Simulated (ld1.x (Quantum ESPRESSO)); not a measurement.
## Pseudopotential generation: Ag (part 2 of 2)

Continued. System: silver (Ag, Z = 47), core [Kr], reference valence 4d10 5s1 5p0, valence charge 11. Method: TM potential, PBE, fully relativistic, made with ld1.x (Quantum ESPRESSO) 7.5.

Output of the test run (extracts), continued:
```
     ---------------------- Testing the pseudopotential ----------------------

     Ag
     dirac relativistic calculation

     atomic number is 47.00   valence charge is 11.00
     dft =PBE   lsd =0 sic =0 latt =0  beta=0.20 tr2=1.0E-14
     mesh =1237 r(mesh) =  99.46963 xmin = -7.00 dx = 0.01250

     n l  j  nl             e AE (Ry)       e PS (Ry)    De AE-PS (Ry)
     3 2 1.5 4D   1( 3.60)       -0.81356       -0.83408        0.02052  !
     3 2 2.5 4D   1( 5.40)       -0.76972       -0.78961        0.01988  !
     1 0 0.5 5S   1( 2.00)       -0.40806       -0.40565       -0.00240
     2 1 0.5 5P   1( 0.00)       -0.09887       -0.09811       -0.00076
     2 1 1.5 5P   1( 0.00)       -0.08669       -0.08573       -0.00096

     eps = 8.2E-15  iter = 19

     Etot =  -10634.187965 Ry,   -5317.093983 Ha, -144685.498067 eV
     Etotps =   -88.567160 Ry,     -44.283580 Ha,   -1205.017604 eV
     dEtot_ae =       0.299750 Ry
     dEtot_ps =       0.310308 Ry,   Delta E=      -0.010558 Ry

     Ekin =      62.829442 Ry,      31.414721 Ha,     854.838106 eV
     Encl =    -116.763524 Ry,     -58.381762 Ha,   -1588.648671 eV
     Ehrt =      68.938664 Ry,      34.469332 Ha,     937.958313 eV
     Ecxc =     -29.093789 Ry,     -14.546895 Ha,    -395.841166 eV
     (Ecc =     -13.374163 Ry,      -6.687081 Ha,    -181.964752 eV)
     Epseu=     -74.477954 Ry,     -37.238977 Ha,   -1013.324184 eV

     ---------------------- End of pseudopotential test ----------------------

     ---------------------- Testing the pseudopotential ----------------------

     Ag
     dirac relativistic calculation

     atomic number is 47.00   valence charge is 11.00
     dft =PBE   lsd =0 sic =0 latt =0  beta=0.20 tr2=1.0E-14
     mesh =1237 r(mesh) =  99.46963 xmin = -7.00 dx = 0.01250

     n l  j  nl             e AE (Ry)       e PS (Ry)    De AE-PS (Ry)
     3 2 1.5 4D   1( 3.60)       -0.94696       -0.96592        0.01895  !
     3 2 2.5 4D   1( 5.40)       -0.90274       -0.92110        0.01836  !
     1 0 0.5 5S   1( 1.00)       -0.49584       -0.49308       -0.00276
     2 1 0.5 5P   1( 0.33)       -0.16342       -0.16290       -0.00052
     2 1 1.5 5P   1( 0.67)       -0.14853       -0.14775       -0.00078

     eps = 4.0E-15  iter = 18

     Etot =  -10633.858002 Ry,   -5316.929001 Ha, -144681.008684 eV
     Etotps =   -88.238939 Ry,     -44.119469 Ha,   -1200.551919 eV
     dEtot_ae =       0.629713 Ry
     dEtot_ps =       0.638530 Ry,   Delta E=      -0.008817 Ry

     Ekin =      63.333481 Ry,      31.666741 Ha,     861.695913 eV
     Encl =    -115.156821 Ry,     -57.578410 Ha,   -1566.788363 eV
     Ehrt =      67.542476 Ry,      33.771238 Ha,     918.962200 eV
     Ecxc =     -28.964591 Ry,     -14.482296 Ha,    -394.083341 eV
     (Ecc =     -13.374163 Ry,      -6.687081 Ha,    -181.964752 eV)
     Epseu=     -74.993484 Ry,     -37.496742 Ha,   -1020.338329 eV

     ---------------------- End of pseudopotential test ----------------------

     ---------------------- Testing the pseudopotential ----------------------

     Ag
     dirac relativistic calculation

     atomic number is 47.00   valence charge is 11.00
     dft =PBE   lsd =0 sic =0 latt =0  beta=0.20 tr2=1.0E-14
     mesh =1237 r(mesh) =  99.46963 xmin = -7.00 dx = 0.01250

     n l  j  nl             e AE (Ry)       e PS (Ry)    De AE-PS (Ry)
     3 2 1.5 4D   1( 2.80)       -4.43380       -4.54987        0.11607  !
     3 2 2.5 4D   1( 4.20)       -4.38062       -4.49462        0.11400  !
     1 0 0.5 5S   1( 0.00)       -3.16180       -3.20362        0.04182  !
     2 1 0.5 5P   1( 0.00)       -2.55074       -2.60771        0.05697  !
     2 1 1.5 5P   1( 0.00)       -2.49020       -2.55577        0.06557  !

     eps = 6.5E-16  iter =  7

     Etot =  -10625.831394 Ry,   -5312.915697 Ha, -144571.801121 eV
     Etotps =   -80.078902 Ry,     -40.039451 Ha,   -1089.528962 eV
     dEtot_ae =       8.656321 Ry
     dEtot_ps =       8.798567 Ry,   Delta E=      -0.142246 Ry

     Ekin =      55.459061 Ry,      27.729531 Ha,     754.558966 eV
     Encl =     -79.790100 Ry,     -39.895050 Ha,   -1085.599615 eV
     Ehrt =      36.161529 Ry,      18.080764 Ha,     492.002661 eV
     Ecxc =     -25.544383 Ry,     -12.772191 Ha,    -347.549031 eV
     (Ecc =     -13.374163 Ry,      -6.687081 Ha,    -181.964752 eV)
     Epseu=     -66.365009 Ry,     -33.182504 Ha,    -902.941943 eV

     ---------------------- End of pseudopotential test ----------------------
```

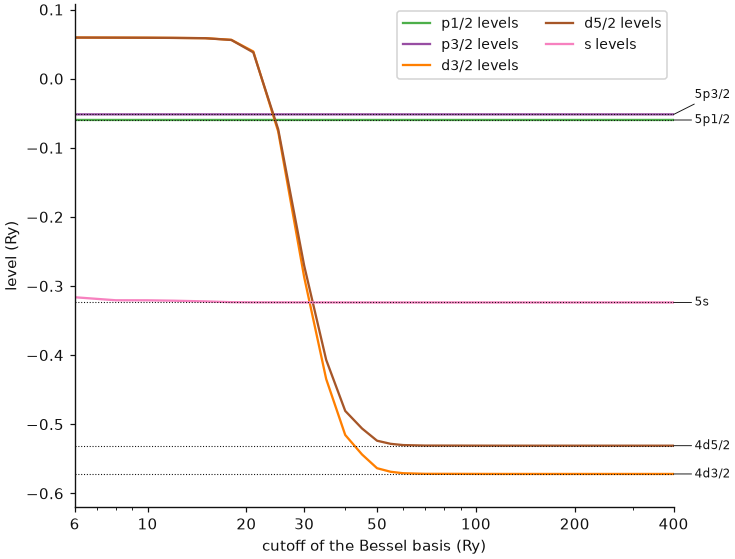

*The pseudo-atom Hamiltonian at the reference potential is diagonalised in spherical Bessel functions (20 bohr box) up to the cutoff. Curves: the lowest levels of each channel that holds a bound state. Dotted lines: the all-electron valence levels.*

- Ghost states: no ghost state below the valence levels in the p1/2, p3/2, d3/2, d5/2, s, f channels. The curves of the valence states settle on the dotted lines.
- All-electron valence levels: 5p1/2: -0.06 Ry; 5p3/2: -0.05 Ry; 4d3/2: -0.57 Ry; 4d5/2: -0.53 Ry; 5s: -0.32 Ry.

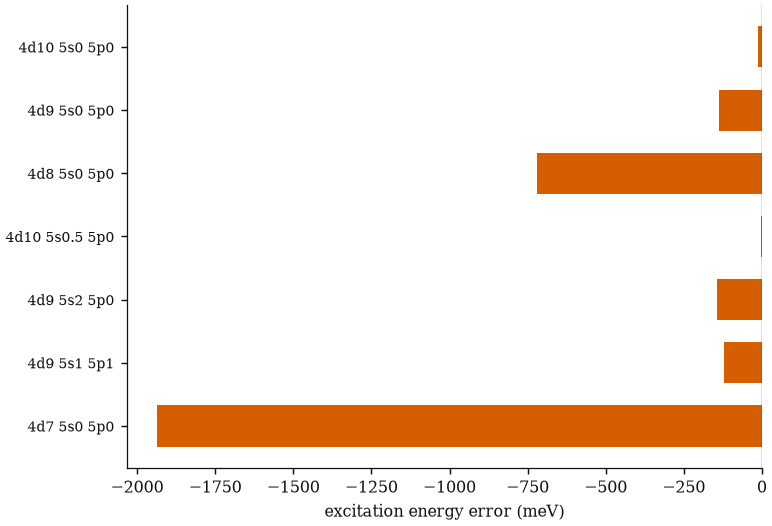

*Errors, all-electron minus pseudo, of the energies of valence configurations relative to the unpolarised reference 4d10 5s1 5p0.*

- Worst configuration: 4d7 5s0 5p0 (charge +4): the error is -1935 meV on an all-electron energy of +117.78 eV relative to the reference, or 1.6 %.
- Configurations within 10 meV and within 50 meV: 1 and 2 of 7.
- Errors in meV: 4d10 5s0 5p0: -11; 4d9 5s0 5p0: -137; 4d8 5s0 5p0: -721; 4d10 5s0.5 5p0: -2.1; 4d9 5s2 5p0: -144; 4d9 5s1 5p1: -120; 4d7 5s0 5p0: -1935.

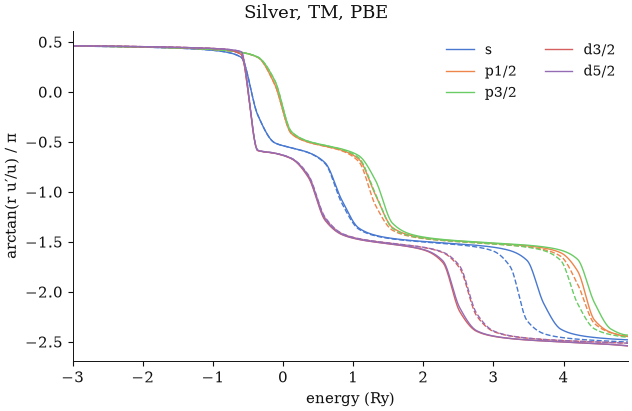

*Unwrapped phase arctan(r u′/u) in units of π against energy, all-electron (solid) and pseudo (dashed); the pseudo phase is matched to the all-electron one at the reference energy. Here u = r R(r). A near-vertical step is a level narrower than the spacing of the points behind the curves.*

- Ghost states: Going away from the reference energies, the phases part by more than π/2 in: s at about 3.4 Ry (above its reference energy, pseudo phase lower). Such a step is either a state that only one of the two atoms has or an ordinary level shifted in energy. The separate test gives: no ghost state below the valence levels in the p1/2, p3/2, d3/2, d5/2, s, f channels.
- Range over which the phases agree within 0.05 rad: s: up to about 0.7 Ry; p1/2: up to about 1.0 Ry; p3/2: up to about 1.0 Ry; d3/2: up to about 0.4 Ry; d5/2: up to about 0.4 Ry.

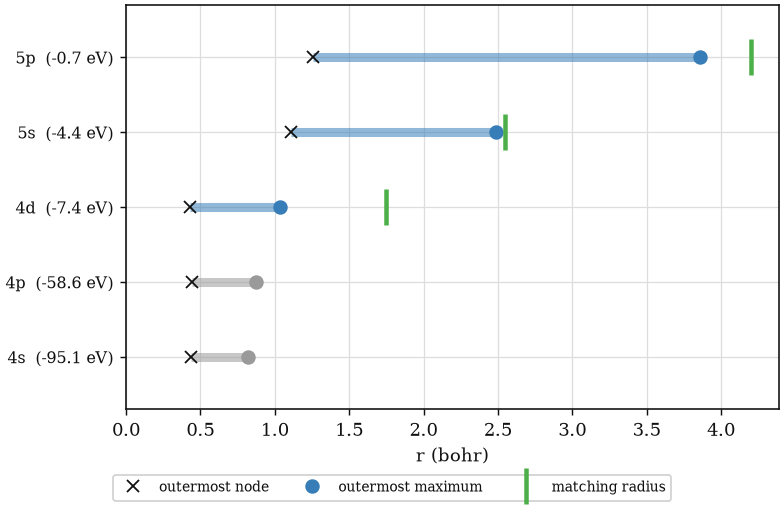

*Outer shells of the all-electron reference atom: each bar runs from the outermost node (or the nucleus) to the outermost maximum of u(r); the tick is the radius chosen for the pseudo-wave. Shells without a tick have no pseudo-wave of their own. Levels, nodes and maxima are from ld1.x, scalar-relativistic.*

- Radii against the shells: 4d: 1.75 bohr, outside the maximum; 5s: 2.55 bohr, outside the maximum; 5p: 4.20 bohr, outside the maximum.

Key numbers:

- outcome: generated
- cutoffs needed: 60 Ry and 100 Ry (the cutoffs, on a coarse ladder, from which the occupation-weighted sum of valence levels, in a spherical-Bessel basis at the reference potential, stays within 10 and 1 mRy of its value at 400 Ry); ghost states and empty shells don't enter this sum
- ghost test: no ghost state below the valence levels in the p1/2, p3/2, d3/2, d5/2, s, f channels (spherical-Bessel basis up to 400 Ry, 20 bohr box)
- largest excitation error: -1935 meV (all-electron minus pseudo) for 4d7 5s0 5p0, out of 7 test configurations
- range over which the phases arctan(r u′/u) at the test radius agree within 0.05 rad (a looser test near the poles than one of phase shifts): s: up to about 0.7 Ry; p1/2: up to about 1.0 Ry; p3/2: up to about 1.0 Ry; d3/2: up to about 0.4 Ry; d5/2: up to about 0.4 Ry
- hardware: 1 CPU thread, shared host
- wall time: 2.2 s

Remarks:

An excitation error of 1935 meV in its own tests makes this a poorly transferable potential.
